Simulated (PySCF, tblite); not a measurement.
# C₁₄H₁₀S₂: electronic excitations, NMR shifts, part 1 of 2

What do calculations give for the electronic excitations, NMR shifts of C₁₄H₁₀S₂ (`C=Cc1ccc2c(c1)Sc1ccccc1S2`)?

Computed with tblite 0.8.0 and PySCF 2.14.0 and routines of our own; the level stands in each step. Atoms count from 0.

### Step 1. The system as given

26 atoms, charge 0, multiplicity 1; geometry from: force field, distance geometry or constructed start.

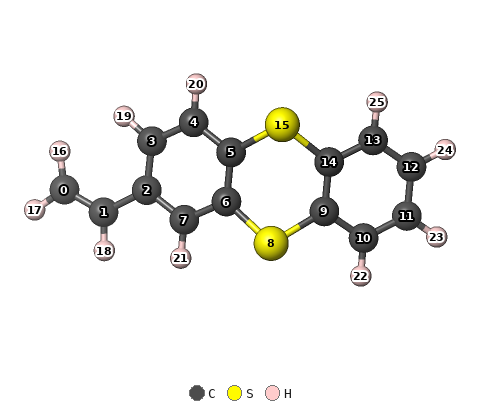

The starting geometry (carbon dark grey, sulfur yellow, hydrogen pink).

### Step 2. Relaxing the molecule with GFN2-xTB

Job settings and geometry (Å):

```
{"job": {"kind": "relax", "xc": "GFN2-xTB", "basis": "xTB"}, "charge": 0, "multiplicity": 1}
C     -5.228800     0.413200    -0.400900
C     -4.087500    -0.180100    -0.747400
C     -2.803000    -0.124000    -0.005200
C     -2.631700     0.606900     1.169700
C     -1.393200     0.615900     1.830000
C     -0.300900    -0.086100     1.304800
C     -0.457500    -0.814500     0.120400
C     -1.706000    -0.827100    -0.515900
S      0.851400    -1.783400    -0.619900
C      2.287700    -0.793400    -0.257000
C      3.316800    -0.786900    -1.216200
C      4.485500    -0.056300    -1.000500
C      4.641300     0.672900     0.179900
C      3.634200     0.665800     1.132500
C      2.446400    -0.054500     0.927500
S      1.226200    -0.019200     2.235600
H     -5.349900     1.030600     0.486600
H     -6.115000     0.291700    -1.025600
H     -4.078700    -0.777100    -1.649400
H     -3.443800     1.167500     1.621600
H     -1.295300     1.190400     2.750300
H     -1.825900    -1.405200    -1.434200
H      3.219600    -1.349400    -2.130000
H      5.271300    -0.061100    -1.751500
H      5.555700     1.243000     0.349400
H      3.768400     1.234000     2.054400
```

The run is started by

```
OMP_NUM_THREADS=1 python large_run.py task.json out
```

The driver reads the jobs from task.json and runs them one after another.

Standard output:

```text
step      E/eV     max force
  0   -1129.88738    0.972
  1   -1129.93693    0.483
  2   -1129.96533    0.327
  3   -1129.98340    0.154
  4   -1129.98616    0.137
  5   -1129.99106    0.158
  6   -1129.99484    0.224
  7   -1129.99934    0.211
  8   -1130.00184    0.114
  9   -1130.00333    0.095
 10   -1130.00394    0.062
 11   -1130.00562    0.085
 12   -1130.00617    0.090
 13   -1130.00669    0.054
 14   -1130.00706    0.052
 15   -1130.00753    0.052
 16   -1130.00795    0.048
 17   -1130.00832    0.037
 18   -1130.00870    0.046
 19   -1130.00907    0.045
 20   -1130.00936    0.040
 21   -1130.00955    0.024
 22   -1130.00967    0.025
 23   -1130.00976    0.023
 24   -1130.00982    0.022
 25   -1130.00986    0.014
```

Run time: 0.67 s. Hardware: 1 thread of Arm Neoverse N1, shared host; peak memory 0.19 GiB.

Step by step:

```
step  energy from step 0 (eV)  largest force (eV/Å)
   0                   0.0000                0.9723
   1                  -0.0496                0.4824
   2                  -0.0780                0.3273
   3                  -0.0960                0.1534
   4                  -0.0988                0.1374
   5                  -0.1037                0.1574
   6                  -0.1075                0.2244
   7                  -0.1120                0.2117
   8                  -0.1145                0.1140
   9                  -0.1160                0.0950
  10                  -0.1166                0.0624
  11                  -0.1182                0.0857
  12                  -0.1188                0.0893
  13                  -0.1193                0.0541
  15                  -0.1202                0.0522
  16                  -0.1206                0.0485
  17                  -0.1209                0.0369
  18                  -0.1213                0.0458
  19                  -0.1217                0.0454
  21                  -0.1222                0.0246
  22                  -0.1223                0.0248
  23                  -0.1224                0.0235
  24                  -0.1224                0.0214
  25                  -0.1225                0.0136
```

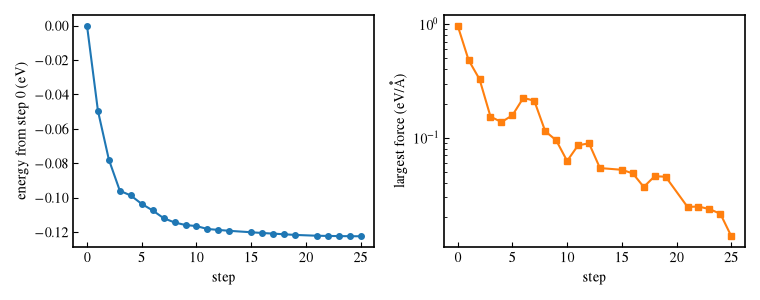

Energy and force, step by step.

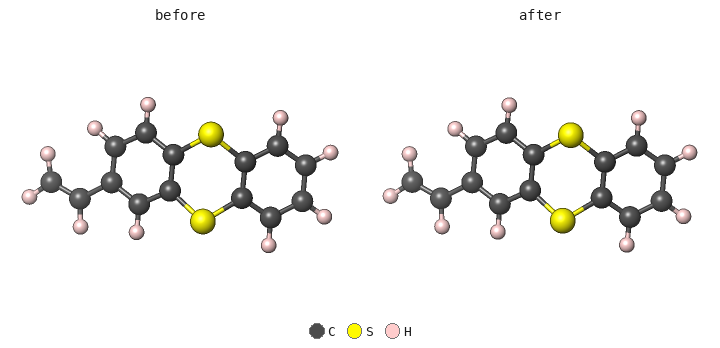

Before and after, at one scale.

Close pairs (by a distance rule), those that changed most:

```csv
bond,before (Å),after (Å),change (Å)
C1–C2,1.485,1.457,-0.028
C3–C4,1.404,1.378,-0.026
C5–S15,1.790,1.769,-0.020
C9–C10,1.407,1.389,-0.017
C9–C14,1.405,1.388,-0.017
C6–C7,1.401,1.385,-0.016
C14–S15,1.789,1.773,-0.016
C6–S8,1.789,1.774,-0.015
```

The next job starts from the end point, and lists it.

### Step 3. Vibrational analysis with GFN2-xTB

Job settings and geometry (Å):

```
{"job": {"kind": "ir", "xc": "GFN2-xTB", "basis": "xTB"}, "charge": 0, "multiplicity": 1}
C     -5.187237     0.401955    -0.390629
C     -4.048888    -0.192095    -0.729377
C     -2.784398    -0.123271    -0.009388
C     -2.610480     0.596890     1.175688
C     -1.384578     0.631065     1.804011
C     -0.299962    -0.069301     1.287278
C     -0.457166    -0.793196     0.112924
C     -1.684563    -0.804492    -0.528773
S      0.842856    -1.766335    -0.600827
C      2.270371    -0.771445    -0.263723
C      3.284151    -0.767325    -1.213759
C      4.453301    -0.066893    -0.985484
C      4.608338     0.656863     0.186450
C      3.592955     0.676030     1.123674
C      2.425662    -0.046233     0.909967
S      1.213050    -0.030098     2.203617
H     -5.286537     1.014110     0.489271
H     -6.073681     0.294931    -0.992091
H     -4.018413    -0.794547    -1.629107
H     -3.436710     1.135608     1.611314
H     -1.250582     1.189384     2.718260
H     -1.782312    -1.375336    -1.440807
H      3.146992    -1.337142    -2.120120
H      5.241003    -0.086549    -1.722971
H      5.517886     1.207529     0.371570
H      3.696316     1.233460     2.042111
```

Standard output:

```text
mode    cm-1     km/mol
  1      23.9      0.45
  2      37.6      1.13
  3      84.8      0.16
  4     114.4      0.06
  5     154.8      0.34
  6     172.1      0.55
  7     204.8      2.18
  8     240.8      2.40
  9     257.1      0.45
 10     286.8      0.88
 11     319.7      0.28
 12     361.3      0.24
 13     391.0      0.43
 14     400.8      2.55
 15     421.2      2.04
 16     453.8      1.29
 17     469.0      0.22
 18     476.7      1.81
 19     505.4      1.38
 20     534.7      2.38
 21     619.4      0.44
 22     631.4      2.25
 23     642.3     10.67
 24     648.5      0.70
 25     670.1      4.20
 26     698.2      1.23
 27     721.5      0.49
 28     772.4     29.62
 29     820.3     16.62
 30     864.9      2.91
 31     870.3      1.42
 32     873.6      0.29
 33     891.0     15.87
 34     907.0      0.10
 35     908.1      0.36
 36     921.1      0.03
 37     983.3      2.39
 38    1004.0     16.60
 39    1010.9     16.16
 40    1032.0      1.79
 41    1089.0      0.81
 42    1124.6     59.06
 43    1147.0      3.68
 44    1149.4      0.26
 45    1166.9      0.92
 46    1175.9      2.01
 47    1216.0     12.61
 48    1234.6      4.79
 49    1253.8     10.31
 50    1298.0      3.64
 51    1317.9      1.57
 52    1335.1      1.50
 53    1375.0      7.72
 54    1403.8      8.94
 55    1415.2     11.58
 56    1431.1     47.33
 57    1453.9     16.25
 58    1543.1     18.18
 59    1562.6      8.74
 60    1567.7      6.86
 61    1570.7     10.73
 62    1673.0      2.18
 63    3049.6     24.60
 64    3083.3     10.67
 65    3086.2      0.55
 66    3090.0      9.85
 67    3091.2     16.71
 68    3097.7     31.84
 69    3103.7     36.19
 70    3105.4      6.38
 71    3111.6     26.15
 72    3132.9     43.32
```

Run time: 3.8 s. Hardware: 1 thread of Arm Neoverse N1, shared host; peak memory 0.19 GiB.

The strongest bands and the atoms that carry them (share of the mass-weighted mode):

| cm⁻¹ | km/mol | atoms |
| --- | --- | --- |
| 772 | 29.6 | H24 25 %, H23 25 %, H25 15 %, H22 15 % |
| 1125 | 59.1 | C14 15 %, C9 15 %, C5 12 %, H21 11 % |
| 1431 | 47.3 | C10 14 %, C13 14 %, C14 13 %, C9 13 % |
| 3050 | 24.6 | H18 91 % |
| 3098 | 31.8 | H25 37 %, H22 36 %, H23 10 % |
| 3104 | 36.2 | H23 31 %, H24 30 %, H25 16 %, H22 15 % |
| 3112 | 26.1 | H17 46 %, H16 39 % |
| 3133 | 43.3 | H16 45 %, H17 43 % |

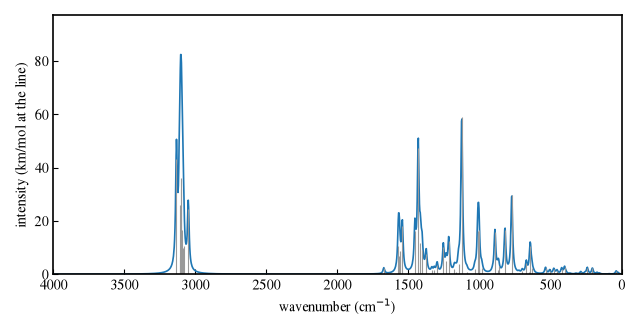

The infrared spectrum from these modes, unscaled. Lines are broadened to a width of 14 cm⁻¹ (Lorentzian).

### Step 4. Electronic excitations: TDDFT BHandHLYP/6-31G*

The job, as its differences from that of step 3:

```diff
@@ -1,2 +1,2 @@
-{"job": {"kind": "ir", "xc": "GFN2-xTB", "basis": "xTB"}, "charge": 0, "multiplicity": 1}
+{"job": {"kind": "uv", "basis": "6-31G*", "grid": 1, "kgrid": 0, "vcut": null, "nstates": 8, "ntriplets": 3, "tda": false, "delta": ["ip_vertical", "ea_vertical", "triplet_vertical"], "pop": true, "xc": "BHandHLYP"}, "charge": 0, "multiplicity": 1}
 C     -5.187237     0.401955    -0.390629
```

Method: TDDFT BHandHLYP/6-31G*, vertical, gas phase, core orbitals frozen in the response.

Standard output:

```text
start: PBE on a coarse grid of 23575 points
cycle   1  E = -1334.8598725663  dE =  2.648e+00  |g| = 7.074e-01  |ddm| = 5.945e+00
cycle   2  E = -1334.6604964688  dE =  1.994e-01  |g| = 1.084e+00  |ddm| = 2.187e+00
cycle   3  E = -1334.9659705562  dE = -3.055e-01  |g| = 3.358e-01  |ddm| = 1.750e+00
cycle   4  E = -1335.0019251828  dE = -3.595e-02  |g| = 9.218e-02  |ddm| = 5.594e-01
cycle   5  E = -1335.0039293133  dE = -2.004e-03  |g| = 3.433e-02  |ddm| = 1.670e-01
cycle   6  E = -1335.0042529116  dE = -3.236e-04  |g| = 8.129e-03  |ddm| = 5.387e-02
final grid: 102024 points
cycle   7  E = -1335.4926179772  dE = -2.626e-02  |g| = 6.473e-02  |ddm| = 9.384e-01
cycle   8  E = -1335.4934260530  dE = -8.081e-04  |g| = 5.095e-02  |ddm| = 1.855e-01
cycle   9  E = -1335.4941213623  dE = -6.953e-04  |g| = 1.194e-02  |ddm| = 8.182e-02
cycle  10  E = -1335.4941610736  dE = -3.971e-05  |g| = 6.992e-03  |ddm| = 2.409e-02
cycle  11  E = -1335.4941726537  dE = -1.158e-05  |g| = 1.459e-03  |ddm| = 1.040e-02
cycle  12  E = -1335.4941680582  dE =  4.596e-06  |g| = 4.776e-04  |ddm| = 2.798e-03
cycle  13  E = -1335.4941717753  dE = -3.717e-06  |g| = 1.732e-04  |ddm| = 8.232e-04
cycle  14  E = -1335.4941717647  dE =  1.057e-08  |g| = 5.015e-05  |ddm| = 3.386e-04
converged SCF energy = -1335.4941717647
Vertical ionisation energy (delta-SCF) = 7.2349 eV   <S^2> = 0.777
Vertical lowest triplet (delta-SCF) = 3.2146 eV   <S^2> = 2.077

Static polarisability (au): isotropic 178.432, principal 80.274 167.931 287.089

Singlet excitations
state   eV       nm        f      main configurations
  1   4.3448    285.4   0.08148   H->L 0.82
  2   4.8735    254.4   0.01699   H->L+1 0.34, H-1->L 0.32, H->L+3 0.13
  3   5.1243    242.0   0.09844   H->L+1 0.24, H-1->L 0.18, H->L+3 0.12
  4   5.2173    237.6   0.47154   H->L+2 0.43, H->L+1 0.13, H-1->L 0.10
  5   5.3956    229.8   0.06397   H->L+4 0.41, H->L+3 0.25
  6   5.6716    218.6   0.40097   H-1->L 0.24, H->L+3 0.21, H-2->L 0.17
  7   5.9086    209.8   0.08199   H-2->L 0.44, H->L+4 0.15, H-1->L+1 0.12
  8   6.0103    206.3   0.03572   H-1->L+1 0.27, H-1->L+4 0.15, H->L+5 0.14

Triplet excitations (Tamm-Dancoff, eV): 3.0280 3.7170 4.1280
```

Run time: 3.1 min. Hardware: 1 thread of Arm Neoverse N1, shared host; peak memory 0.6 GiB.

Frontier orbitals and where they lie:

```
orbital     eV                        atoms
 HOMO−4  -9.10  S15 19 %, C11 15 %, C1 13 %
 HOMO−3  -8.34   C13 13 %, C7 13 %, C4 13 %
 HOMO−2  -7.78  C11 14 %, C0 13 %, S15 12 %
 HOMO−1  -7.23    S8 26 %, C7 16 %, C10 8 %
   HOMO  -6.50   S15 25 %, S8 17 %, C5 10 %
   LUMO  -0.02    C0 20 %, C5 17 %, C2 15 %
 LUMO+1   0.75  C11 16 %, C14 16 %, C7 15 %
 LUMO+2   0.89  C12 24 %, C9 23 %, C10 15 %
 LUMO+3   1.08   C4 14 %, C7 14 %, C10 12 %
```

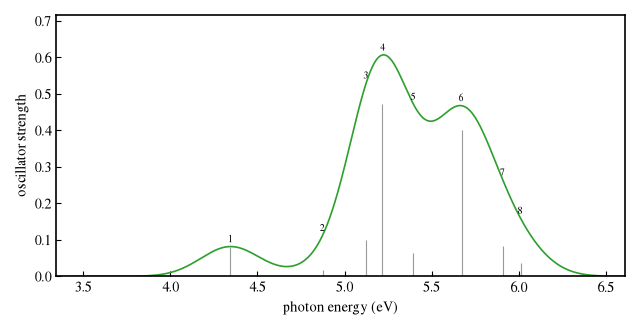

Absorption spectrum from the 8 singlet states computed; above the last one it falls off for lack of states. Lines are broadened to a width of 0.40 eV (Gaussian).

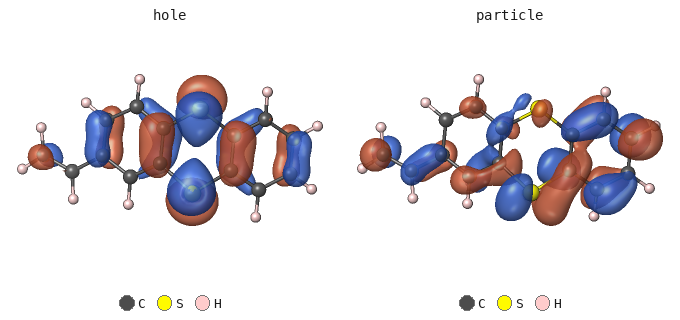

Leading natural transition orbitals of singlet state 4: the electron leaves the hole (left) for the particle orbital (right).

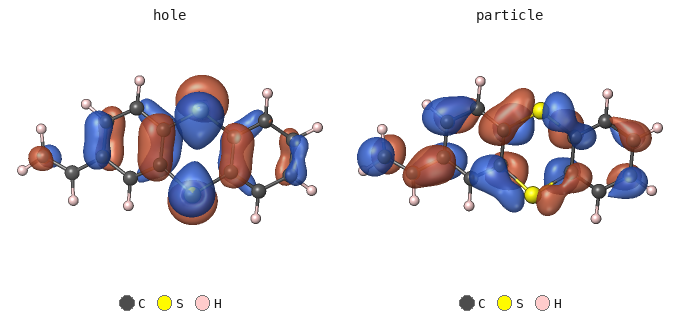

Leading natural transition orbitals of singlet state 1: the electron leaves the hole (left) for the particle orbital (right).

Further results of this job:

```
           property  computed
  dipole moment (D)      1.49
polarisability (Å³)     26.44
 HOMO–LUMO gap (eV)      6.49
      −ε(HOMO) (eV)      6.50
```

Orbitals, density, ELF and potential are computed afterwards from the orbital file.

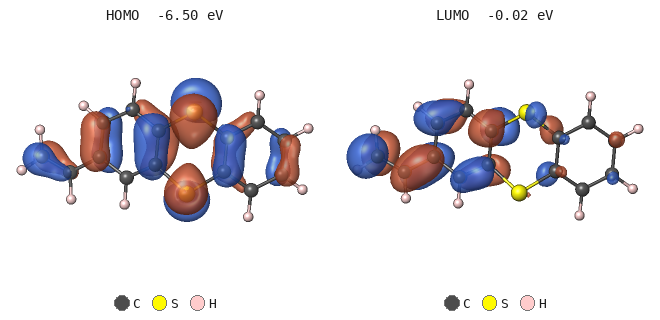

BHandHLYP/6-31G* orbitals near the gap, drawn at the value that encloses 70 % of each; the two colours are the two signs.

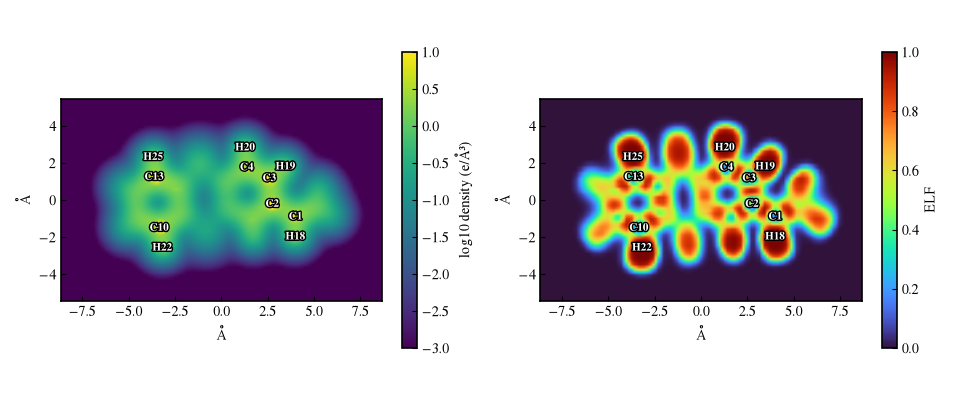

Density (left) and ELF (right) in a plane through or near 11 of the atoms.

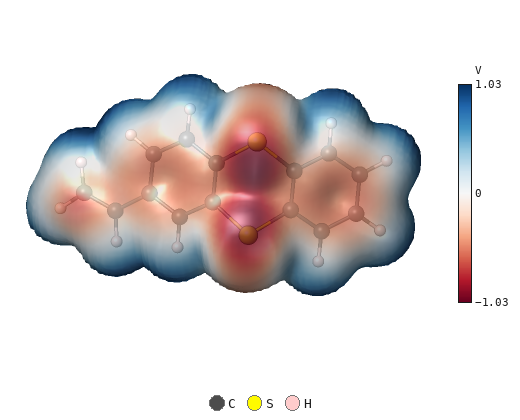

Electrostatic potential on the surface of density 0.002 e/bohr³; red is low, blue high. It runs, from the 1st to the 99th percentile, from -0.95 V near S15 to 1.03 V near H19.

(Continued in part 2 of 2.)
